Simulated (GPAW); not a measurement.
# Near-edge structure at the Mo L₃ edge of Si2Mo (I4/mmm), part 2 of 4

How does the Mo L₃ edge of Si2Mo (I4/mmm) move when the bonds are compressed or stretched?

GPAW 26.7.0; X-ray absorption from dipole matrix elements to empty bands, plane-wave PAW LDA.

So far. Step 2 (Ground state of the crystal): The mesh shows no gap, so the system is treated as a metal and the core electron is put at the Fermi level (neutral cell).

The database entry behind the starting cell is an old determination (1927), so it need not match the best structure at ambient conditions.

### Step 4. Spectrum with XCH, Mo atom 1

The holes are 6.4 Å apart. In GPAW the data set carries the hole's charge, so charge=0 means a charged cell and charge=-1 a neutral one. The excited electron is kept in the cell, where it fills the lowest empty states and screens the hole. After the field has converged, empty bands are computed with the density fixed and the dipole matrix elements are summed.

The absorber has 10 Si at 2.62 Å and 4 Mo at 3.20 Å (14-fold, site symmetry 4/mmm).

The input, xas.py:

```python
import numpy as np
from ase import Atoms
from ase.parallel import parprint, paropen
from gpaw import GPAW, PW, FermiDirac, Mixer, MixerDif, setup_paths
from gpaw.test import gen
setup_paths.insert(0, '.')
gen('Mo', name='fch2p', xcname='LDA', corehole=(2, 1, 1), write_xml=True)
from gpaw.mpi import world
world.barrier()

atoms = Atoms('Mo5Si10',
    cell=[[1.6, 4.8, -3.9305],
     [4.8, -1.6, -3.9305],
     [-1.6, -4.8, -3.9305]],
    scaled_positions=[[0, 0, 0],
     [0.2, 0.4, 0.4],
     [0.6, 0.2, 0.2],
     [0.4, 0.8, 0.8],
     [0.8, 0.6, 0.6],
     [0.333, 0, 0.333],
     [0.533, 0.4, 0.733],
     [0.933, 0.2, 0.533],
     [0.733, 0.8, 0.133],
     [0.133, 0.6, 0.933],
     [0.667, 0, 0.667],
     [0.867, 0.4, 0.067],
     [0.267, 0.2, 0.867],
     [0.067, 0.8, 0.467],
     [0.467, 0.6, 0.267]],
    pbc=True)
atoms.calc = calc = GPAW(legacy_gpaw=True, mode=PW(430, force_complex_dtype=True), xc='LDA', setups={0: 'fch2p'},
    kpts={'size': (5, 5, 5), 'gamma': True}, occupations=FermiDirac(0.1),
    charge=-1, mixer=Mixer(0.1, 5, 50), maxiter=150,
    convergence={'density': 0.0001, 'eigenstates': 1e-6}, txt='scf.txt')
energy = atoms.get_potential_energy() + calc.get_reference_energy()
ef = calc.get_fermi_level()
out = dict(energy=energy, fermi=ef, forces=atoms.get_forces().tolist())
parprint(f'all-electron energy {energy:.4f} eV, Fermi level {ef:.4f} eV')
ev = np.array([[calc.get_eigenvalues(k, s) for k in range(len(calc.get_ibz_k_points()))] for s in range(calc.get_number_of_spins())])
out['homo'], out['lumo'], out['counts'] = ev[ev < ef].max(), ev[ev > ef].min(), sorted(set((ev < ef).sum((0, 2)).tolist()))
out['filled'] = (ev[:, 0] < ef).sum(1).tolist()

from ase.units import Ha
from gpaw.xas import dipole_matrix_elements
nb = int(calc.get_number_of_electrons() / 2) + 147
top, nb = nb, nb + 8 + nb // 12
nscf = calc.fixed_density(kpts={'size': (7, 7, 7), 'gamma': True}, nbands=nb,
    convergence={'bands': top, 'eigenstates': 5e-3}, maxiter=60, txt='nscf.txt')
cell = atoms.cell.array
ops = [cell.T @ U.T @ np.linalg.inv(cell.T) for U in nscf.wfs.kd.symmetry.op_scc]
E = np.arange(-6, 34, 0.1)
fwhm = np.interp(E, [4, 25], [1.78, 3.5])
Y, X, zero, highest = 0, 0, 1e9, 1e9
for spin in range(nscf.get_number_of_spins()):
    wfs = nscf.wfs
    mine = wfs.bd.get_slice()  # this rank's bands
    A = dipole_matrix_elements(wfs.setups[0])
    eps = np.zeros((wfs.kd.nibzkpts, nb))
    d = np.zeros((3, A.shape[1], wfs.kd.nibzkpts, nb), complex)
    for kpt in wfs.kpt_u:
        if kpt.s == spin and 0 in kpt.P_ani:
            eps[kpt.k, mine] = kpt.eps_n * Ha
            d[:, :, kpt.k, mine] = (kpt.weight * wfs.nspins / 2) ** 0.5 * np.inner(A, kpt.P_ani[0])
    world.sum(eps)
    world.sum(d)
    T = np.einsum('amkn,bmkn->abkn', d, d.conj()).real
    T = sum(np.einsum('ai,ijkn,bj->abkn', R, T, R) for R in ops) / len(ops)
    empty = eps > ef
    zero, highest = min(zero, eps[empty].min()), min(highest, eps[:, top - 1].min())
    lines = [(eps, T, empty)] if spin == 0 else lines + [(eps, T, empty)]
for eps, T, empty in lines:
    f = np.einsum('aakn->akn', T).reshape(3, -1)
    x = eps.ravel() - zero
    w = np.interp(x, E, fwhm) / 2.35482
    g = np.exp(-0.5 * ((E[:, None] - x) / w) ** 2) / (w * (2 * np.pi) ** 0.5)
    Y = Y + (f * empty.ravel()) @ g.T
    X = X + (f * ~empty.ravel()) @ g.T
out.update(E=E.round(2).tolist(), xas=Y.tolist(), xes=X.tolist(), zero=zero, valid=highest - zero, nk=len(eps), nb=nb)
for i in range(0, len(E), 10):
    parprint(f'{E[i]:7.2f}', *(f'{v:10.3e}' for v in Y[:, i]))
import json
with paropen('out.json', 'w') as f:
    json.dump(out, f)
```

Command:

```console
$ OMP_NUM_THREADS=1 mpirun -n 4 gpaw python xas.py
```

Numbers of over 12 decimals in the logs are rounded to 6 here.

Log:

```text
Input parameters:
  charge: -1
  convergence: {density: 0.0001,
                eigenstates: 1e-06}
  kpts: {gamma: True,
         size: (5, 5, 5)}
  maxiter: 150
  mixer: {backend: pulay,
          beta: 0.1,
          method: separate,
          nmaxold: 5,
          weight: 50}
  mode: {ecut: 430.0,
         force_complex_dtype: True,
         name: pw}
  occupations: {fixmagmom: False,
                name: fermi-dirac,
                width: 0.1}
  setups: {0: fch2p}

Initialize ...

[... PAW data sets ...]

Reference energy: -626132.269079  # eV

Spin-paired calculation

[... convergence settings ...]
Symmetries present (total): 8
  [... symmetry matrices ...]

125 k-points: 5 x 5 x 5 Monkhorst-Pack grid
21 k-points in the irreducible part of the Brillouin zone
       k-points in crystal coordinates                weights
   0:     0.00000000    0.00000000    0.00000000          1/125
   1:     0.20000000    0.00000000   -0.20000000          4/125
   2:     0.20000000    0.20000000   -0.20000000          4/125
   3:     0.20000000    0.20000000    0.00000000          8/125
   4:     0.20000000    0.20000000    0.20000000          2/125
   5:     0.40000000   -0.20000000   -0.40000000          4/125
   6:     0.40000000   -0.20000000    0.00000000          8/125
   7:     0.40000000   -0.20000000    0.20000000          8/125
   8:     0.40000000    0.00000000   -0.40000000          4/125
   9:     0.40000000    0.00000000   -0.20000000          8/125
          ...
  20:     0.40000000    0.40000000    0.40000000          2/125

Wave functions: Plane wave expansion
  Cutoff energy: 430.000 eV
  Number of coefficients (min, max): 4056, 4101
  Pulay-stress correction: 0.000000 eV/Ang^3 (de/decut=0.000000)
  Using FFTW library
  Wavefunction extrapolation:
    Improved wavefunction reuse through dual PAW basis

Occupation numbers: Fermi-Dirac:
  width: 0.1000  # eV

Eigensolver
   Davidson(niter=2)

Densities:
  Coarse grid: 32*32*32 grid
  Fine grid: 64*64*64 grid
  Total Charge: 0.000000

Density mixing:
  Method: separate
  Backend: pulay
  Linear mixing parameter: 0.1
  old densities: 5
  Width of damping distribution: 1.1
  Damping of long wavelength oscillations: 50

[... Hamiltonian set-up ...]
Number of atoms: 15
Number of atomic orbitals: 105
Number of bands in calculation: 71
Number of valence electrons: 111
Bands to converge: occupied

... initialized

Initializing position-dependent things.

Density initialized from atomic densities
Creating initial wave functions:
  71 bands from LCAO basis set

          Mo

          Si
               Mo   Si
             Mo
          Si      Si
               Si      Si
        Si      Si
             Si
                  Mo
           Si   Mo

Atomic positions and initial magnetic moments

Positions:
   0 Mo     0.000000    0.000000    0.000000    ( 0.0000,  0.0000,  0.0000)
   1 Mo     1.600000   -1.600000   -3.930500    ( 0.0000,  0.0000,  0.0000)
   2 Mo     1.600000    1.600000   -3.930500    ( 0.0000,  0.0000,  0.0000)
   3 Mo     3.200000   -3.200000   -7.861000    ( 0.0000,  0.0000,  0.0000)
   4 Mo     3.200000    0.000000   -7.861000    ( 0.0000,  0.0000,  0.0000)
   5 Si    -0.000000    0.000000   -2.617713    ( 0.0000,  0.0000,  0.0000)
   6 Si     1.600000   -1.600000   -6.548213    ( 0.0000,  0.0000,  0.0000)
[...]
12 Si    -0.000000   -3.200000   -5.243287    ( 0.0000,  0.0000,  0.0000)
  13 Si     3.200000   -3.200000   -5.243287    ( 0.0000,  0.0000,  0.0000)
  14 Si     3.200000    0.000000   -5.243287    ( 0.0000,  0.0000,  0.0000)

Unit cell:
           periodic     x           y           z      points  spacing
  1. axis:    yes    1.600000    4.800000   -3.930500    32     0.1654
  2. axis:    yes    4.800000   -1.600000   -3.930500    32     0.1581
  3. axis:    yes   -1.600000   -4.800000   -3.930500    32     0.1654

  Lengths:   6.406936   6.406936   6.406936
  Angles:   67.892069 104.317501  67.892069

Effective grid spacing dv^(1/3) = 0.1831

iter:   1  -150.152762
iter:   2  -142.114695   -0.44  -1.06
iter:   3  -140.070975   -0.79  -1.16
iter:   4  -139.526255   -1.26  -1.26
iter:   5  -139.593193   -1.63  -1.35
iter:   6  -139.180864   -2.05  -1.69
iter:   7  -139.529004   -1.22  -1.97
iter:   8  -139.166899   -2.31  -1.83
iter:   9  -139.150935   -2.17  -2.35
iter:  10  -139.161326c  -2.87  -2.57
iter:  11  -139.147611c  -3.80  -2.52
iter:  12  -139.145165c  -3.69  -2.85
iter:  13  -139.145648c  -5.28  -3.32
iter:  14  -139.145084c  -4.57  -3.19
iter:  15  -139.145054c  -5.00  -3.64
iter:  16  -139.145065c  -6.21c -3.87
iter:  17  -139.145055c  -6.02c -4.03c

Converged after 17 iterations.

Dipole moment: (0.000000, -0.000000, 0.000000) |e|*Ang

Energy contributions relative to reference atoms: (reference = -626132.269079)

Kinetic:         +8.278509
Potential:      -10.858245
External:        +0.000000
XC:            -134.825260
Entropy (-ST):   -0.110603
Local:           -1.684757
SIC:             +0.000000
--------------------------
Free energy:   -139.200356
Extrapolated:  -139.145055

Showing only first 2 kpts
 Kpt  Band  Eigenvalues  Occupancy
  0    53     10.58410    2.00000
  0    54     11.94524    1.45067
  0    55     12.31845    0.11894
  0    56     12.81191    0.00091

  1    53     11.18904    1.99961
  1    54     11.29713    1.99884
  1    55     11.90813    1.58571
[...]
Fermi level: 12.04235

No gap
No difference between direct/indirect transitions

Forces in eV/Ang:
  0 Mo    0.00000    0.00000   -0.00000
  1 Mo    0.05635    0.18112   -0.00000
  2 Mo   -0.18112    0.05635   -0.00000
  3 Mo    0.18112   -0.05635   -0.00000
  4 Mo   -0.05635   -0.18112   -0.00000
  5 Si    0.00000    0.00000   -0.32686
  6 Si    0.02365   -0.00594   -0.30597
[...]
12 Si    0.00594    0.02365    0.30597
 13 Si   -0.00594   -0.02365    0.30597
 14 Si   -0.02365    0.00594    0.30597
Scalar-relativistic atomic LDA calculation for Mo (Molybdenum, Z=42)
Core hole in 2p state (2p occupation: 5.0)
750 radial gridpoints.
|------------------------------------------------|
|------------------------------------------------|
[... the atom generator's iteration count ...]

Energy contributions:
-------------------------
Kinetic:    +4069.939511
XC:          -114.986786
Potential:  -7904.251192
-------------------------
Total:      -3949.298467

state      eigenvalue         ekin         rmax
-----------------------------------------------
1s^2.0 :  -732.879458   922.442030        0.023
2s^2.0 :  -106.290244   189.651213        0.129
2p^5.0 :   -95.939490   182.814278        0.103
3s^2.0 :   -18.826083    51.152366        0.379
3p^6.0 :   -15.320829    47.719753        0.370
3d^10.0:    -9.563838    43.120998        0.311
4s^2.0 :    -2.902441    12.067156        0.960
4p^6.0 :    -1.920775     9.911429        1.029
4d^5.0 :    -0.535218     5.316639        1.263
5s^1.0 :    -0.422161     1.662325        2.644
5p^0.0 :    -0.258040     1.062298        3.253
-----------------------------------------------
(units: Bohr and Hartree)

Generating PAW setup
Kinetic energy of the core from tauc = 4036.610471855977
Cutoffs:
rc(s)=2.340
rc(p)=2.450
rc(d)=2.450
rc(vbar)=2.340
rc(comp)=2.270
rc(nct)=2.450

Kinetic energy of the core states: 3958.091103
Charge: 1.0
Core electrons: 27.0
Valence electrons: 14.0
Pseudo-core charge: 0.000160
Shape function alpha=1.941
Pseudo-electron charge 6.140063
state    eigenvalue         norm
--------------------------------
4s(2) :    -2.902441     0.422814
5s(1) :    -0.422161     0.980556
4p(6) :    -1.920775     0.275464
5p(0) :    -0.258040     0.974464
4d(5) :    -0.535218     0.532187
*d    :     0.464782
--------------------------------

Diagonalizing with gridspacing h=0.050

state   all-electron     PAW
-------------------------------
4s:      -2.902441    -2.903099
4p:      -1.920775    -1.922004
4d:      -0.535218    -0.537058
*f:                   -0.026104
-------------------------------
all-electron energy -626271.4141 eV, Fermi level 12.0424 eV
[...]
31.00  7.196e-06  7.196e-06  8.751e-06
  32.00  7.274e-06  7.274e-06  9.127e-06
  33.00  7.113e-06  7.113e-06  8.801e-06
```

Run time: 3.1 min. Hardware: 4 MPI ranks of Intel Xeon at 2.60GHz (Ice Lake), shared host; peak memory 0.68 GiB.

The Mo L₃ spectrum, Mo atom 1, excited-electron core hole (neutral cell) (energy from the lowest empty level; intensity scaled to a mean of 1 over the first 20 eV; polarised curves are means over the symmetry-equivalent atoms):

```csv
E (eV),isotropic,ε ⊥ c,ε ∥ c
-2.0,0.01,0.01,0.01
-0.5,0.64,0.70,0.51
1.0,2.81,2.88,2.69
2.5,2.33,2.25,2.48
4.0,1.64,1.56,1.79
5.5,1.11,1.14,1.04
7.0,0.82,0.80,0.86
8.5,0.69,0.65,0.77
10.0,0.60,0.60,0.62
11.5,0.56,0.59,0.50
13.0,0.59,0.63,0.53
14.5,0.47,0.46,0.49
16.0,0.44,0.40,0.50
17.5,0.50,0.48,0.53
19.0,0.54,0.57,0.48
20.5,0.50,0.54,0.43
22.0,0.41,0.43,0.38
23.5,0.37,0.39,0.33
25.0,0.35,0.36,0.31
26.5,0.35,0.35,0.34
28.0,0.39,0.39,0.40
29.5,0.46,0.44,0.50
31.0,0.53,0.49,0.60
```

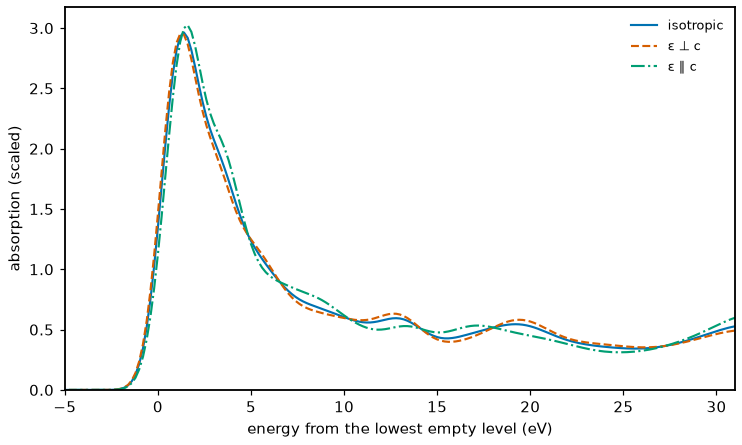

The Mo L₃ edge, Mo atom 1, excited-electron core hole (neutral cell): main maxima at 1.4 and 19.2 eV.

Main maxima below 30 eV (height): 1.4 eV (2.96) and 19.2 eV (0.54). At an L edge the dipole rule selects empty d (and weakly s) states on the absorber, and the strong line at the onset measures the empty part of its d band.

The energy difference (zero at 2545 eV) isn't read as a photon energy: for so heavy an absorber the terms left out (core spin–orbit splitting, the hole's spin, the functional's error) amount to tens of eV or more.

### Step 5. Reference energy of the supercell

The cell changes for the next run, so it gets a reference energy of its own.

The cell differs from the one that the last finished run ended in (a 6.407 → 6.276 Å, b 6.407 → 6.276 Å, c 6.407 → 6.276 Å).

The input, scf.py:

```python
import numpy as np
from ase import Atoms
from ase.parallel import parprint, paropen
from gpaw import GPAW, PW, FermiDirac, Mixer, MixerDif, setup_paths
from gpaw.test import gen
setup_paths.insert(0, '.')
gen('Mo', name='nch2p', xcname='LDA', corehole=(2, 1, 0), write_xml=True)
from gpaw.mpi import world
world.barrier()

atoms = Atoms('Mo5Si10',
    cell=[[1.56733777, 4.70201332, -3.8502632],
     [4.70201332, -1.56733777, -3.8502632],
     [-1.56733777, -4.70201332, -3.8502632]],
    scaled_positions=[[0, 0, 0],
     [0.2, 0.4, 0.4],
     [0.6, 0.2, 0.2],
     [0.4, 0.8, 0.8],
     [0.8, 0.6, 0.6],
     [0.333, 0, 0.333],
     [0.533, 0.4, 0.733],
     [0.933, 0.2, 0.533],
     [0.733, 0.8, 0.133],
     [0.133, 0.6, 0.933],
     [0.667, 0, 0.667],
     [0.867, 0.4, 0.067],
     [0.267, 0.2, 0.867],
     [0.067, 0.8, 0.467],
     [0.467, 0.6, 0.267]],
    pbc=True)
atoms.calc = calc = GPAW(legacy_gpaw=True, mode=PW(430, force_complex_dtype=True), xc='LDA', setups={0: 'nch2p'},
    kpts={'size': (5, 5, 5), 'gamma': True}, occupations=FermiDirac(0.1),
    charge=0, mixer=Mixer(0.1, 5, 50), maxiter=150,
    convergence={'density': 0.0001, 'eigenstates': 1e-6}, txt='scf.txt')
energy = atoms.get_potential_energy() + calc.get_reference_energy()
ef = calc.get_fermi_level()
out = dict(energy=energy, fermi=ef, forces=atoms.get_forces().tolist())
parprint(f'all-electron energy {energy:.4f} eV, Fermi level {ef:.4f} eV')
ev = np.array([[calc.get_eigenvalues(k, s) for k in range(len(calc.get_ibz_k_points()))] for s in range(calc.get_number_of_spins())])
out['homo'], out['lumo'], out['counts'] = ev[ev < ef].max(), ev[ev > ef].min(), sorted(set((ev < ef).sum((0, 2)).tolist()))
out['filled'] = (ev[:, 0] < ef).sum(1).tolist()
import json
with paropen('out.json', 'w') as f:
    json.dump(out, f)
```

Command:

```console
$ OMP_NUM_THREADS=1 mpirun -n 4 gpaw python scf.py
```

Log:

```text
Input parameters:
  convergence: {density: 0.0001,
                eigenstates: 1e-06}
  kpts: {gamma: True,
         size: (5, 5, 5)}
  maxiter: 150
  mixer: {backend: pulay,
          beta: 0.1,
          method: separate,
          nmaxold: 5,
          weight: 50}
  mode: {ecut: 430.0,
         force_complex_dtype: True,
         name: pw}
  occupations: {fixmagmom: False,
                name: fermi-dirac,
[...]
5s(1) :    -0.158732     0.977403
4p(6) :    -1.418343     0.336432
5p(0) :    -0.042684     0.983393
4d(5) :    -0.144545     0.664974
*d    :     0.855455
--------------------------------

Diagonalizing with gridspacing h=0.050

state   all-electron     PAW
-------------------------------
4s:      -2.366080    -2.366752
4p:      -1.418343    -1.419647
4d:      -0.144545    -0.146057
*f:                    0.066505
-------------------------------
all-electron energy -628816.6254 eV, Fermi level 12.8223 eV
[key lines of the parts left out:]
Converged after 17 iterations.
Dipole moment: (-0.000000, 0.000000, -0.000000) |e|*Ang
Free energy:   -130.452781
Fermi level: 12.82228
```

Elapsed: 39 s, on 4 MPI ranks; peak memory 0.31 GiB.

Reference energy: -628816.625 eV with the cores included.

### Step 6. Spectrum with XCH, Mo atom 1

Shorter bonds are expected to push antibonding states and scattering resonances up, and longer ones down; the cell is scaled to test that.

Changed against the first core-hole run: volume scale from 1 to 0.94.

Edit xas.py of step 4 so:

```diff
@@ -11,5 +11,5 @@
 atoms = Atoms('Mo5Si10',
-    cell=[[1.6, 4.8, -3.9305],
-     [4.8, -1.6, -3.9305],
-     [-1.6, -4.8, -3.9305]],
+    cell=[[1.56733777, 4.70201332, -3.8502632],
+     [4.70201332, -1.56733777, -3.8502632],
+     [-1.56733777, -4.70201332, -3.8502632]],
     scaled_positions=[[0, 0, 0],
@@ -44,3 +44,3 @@
 from gpaw.xas import dipole_matrix_elements
-nb = int(calc.get_number_of_electrons() / 2) + 147
+nb = int(calc.get_number_of_electrons() / 2) + 140
 top, nb = nb, nb + 8 + nb // 12
```

Command:

```console
$ OMP_NUM_THREADS=1 mpirun -n 4 gpaw python xas.py
```

Log:

```text
Input parameters:
  charge: -1
  convergence: {density: 0.0001,
                eigenstates: 1e-06}
  kpts: {gamma: True,
         size: (5, 5, 5)}
  maxiter: 150
  mixer: {backend: pulay,
          beta: 0.1,
          method: separate,
          nmaxold: 5,
          weight: 50}
  mode: {ecut: 430.0,
         force_complex_dtype: True,
         name: pw}
  occupations: {fixmagmom: False,
[...]
*d    :     0.464782
--------------------------------

Diagonalizing with gridspacing h=0.050

state   all-electron     PAW
-------------------------------
4s:      -2.902441    -2.903099
4p:      -1.920775    -1.922004
4d:      -0.535218    -0.537058
*f:                   -0.026104
-------------------------------
all-electron energy -626271.4381 eV, Fermi level 13.0394 eV
[...]
32.00  6.865e-06  6.865e-06  8.138e-06
  33.00  6.950e-06  6.950e-06  8.564e-06
[key lines of the parts left out:]
Converged after 20 iterations.
Dipole moment: (-0.000000, 0.000000, -0.000000) |e|*Ang
Free energy:   -139.217511
Fermi level: 13.03939
```

Wall time 2.8 min (4 MPI ranks); peak memory 0.65 GiB; 11 min of CPU time.

```csv
E (eV),first run,this run
-2.0,0.01,0.01
-1.0,0.22,0.18
0.0,1.35,1.17
1.0,2.81,2.55
2.0,2.68,2.63
3.0,2.08,2.06
4.0,1.64,1.65
5.0,1.24,1.27
6.0,1.00,1.07
7.0,0.82,0.89
8.0,0.72,0.76
9.0,0.66,0.71
10.0,0.60,0.68
11.0,0.56,0.62
12.0,0.57,0.60
13.0,0.59,0.61
14.0,0.52,0.57
15.0,0.44,0.46
16.0,0.44,0.41
17.0,0.48,0.43
18.0,0.52,0.48
19.0,0.54,0.53
20.0,0.53,0.55
21.0,0.47,0.52
22.0,0.41,0.45
23.0,0.38,0.39
24.0,0.36,0.35
25.0,0.35,0.34
26.0,0.34,0.34
27.0,0.36,0.34
28.0,0.39,0.35
29.0,0.44,0.38
30.0,0.49,0.42
31.0,0.53,0.46
```

The scaled spectrum changes by 7 % r.m.s. The highest intensity below 24 eV goes from 1.4 eV (2.96) to 1.6 eV (2.78).

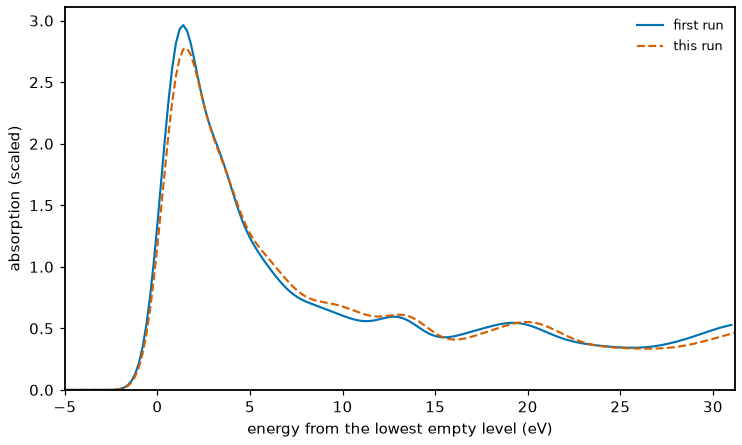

The effect of the change (volume scale from 1 to 0.94).

The photon energy of the zero moves by -0.11 eV.

### Step 7. Supercell without a hole, the energy reference

The cell changes for the next run, so it gets a reference energy of its own.

The cell differs from the one that the last finished run ended in (a 6.276 → 6.342 Å, b 6.276 → 6.342 Å, c 6.276 → 6.342 Å).

Edit scf.py of step 5 so:

```diff
@@ -11,5 +11,5 @@
 atoms = Atoms('Mo5Si10',
-    cell=[[1.56733777, 4.70201332, -3.8502632],
-     [4.70201332, -1.56733777, -3.8502632],
-     [-1.56733777, -4.70201332, -3.8502632]],
+    cell=[[1.58383728, 4.75151184, -3.89079527],
+     [4.75151184, -1.58383728, -3.89079527],
+     [-1.58383728, -4.75151184, -3.89079527]],
     scaled_positions=[[0, 0, 0],
```

Command:

```console
$ OMP_NUM_THREADS=1 mpirun -n 4 gpaw python scf.py
```

Log:

```text
Input parameters:
  convergence: {density: 0.0001,
                eigenstates: 1e-06}
  kpts: {gamma: True,
         size: (5, 5, 5)}
  maxiter: 150
  mixer: {backend: pulay,
          beta: 0.1,
          method: separate,
          nmaxold: 5,
          weight: 50}
  mode: {ecut: 430.0,
         force_complex_dtype: True,
         name: pw}
  occupations: {fixmagmom: False,
                name: fermi-dirac,
[...]
5s(1) :    -0.158732     0.977403
4p(6) :    -1.418343     0.336432
5p(0) :    -0.042684     0.983393
4d(5) :    -0.144545     0.664974
*d    :     0.855455
--------------------------------

Diagonalizing with gridspacing h=0.050

state   all-electron     PAW
-------------------------------
4s:      -2.366080    -2.366752
4p:      -1.418343    -1.419647
4d:      -0.144545    -0.146057
*f:                    0.066505
-------------------------------
all-electron energy -628816.8052 eV, Fermi level 12.3415 eV
[key lines of the parts left out:]
Converged after 16 iterations.
Dipole moment: (-0.000000, 0.000000, 0.000000) |e|*Ang
Free energy:   -130.634476
Fermi level: 12.34146
```

Run time: 39 s. Hardware: 4 MPI ranks; peak memory 0.31 GiB; 2.6 min of CPU time.

Reference energy: -628816.805 eV with the cores included.

[end of part 2 of 4]

[Banner, clock and machine lines of the logs are left out without a mark of their own.]

[Logs are printed without paths, hosts, clocks, repeated set-up lines and the standing remarks that a program may print on its own settings, such as how far it seeks lower states.]

[Hosts, paths, dates, database ids (printed as entryN), source tags and the programs' standing remarks are cut or masked in the printed files.]

[Lists of maxima count a maximum above −3 eV only where it reaches 4 % of the highest in the window and stands out from its surroundings by 2 % of it (1.5 % where it reaches 55 %); shoulders and weaker maxima are passed over, and of the rest the first, up to two pre-edge ones and the few strongest are named.]
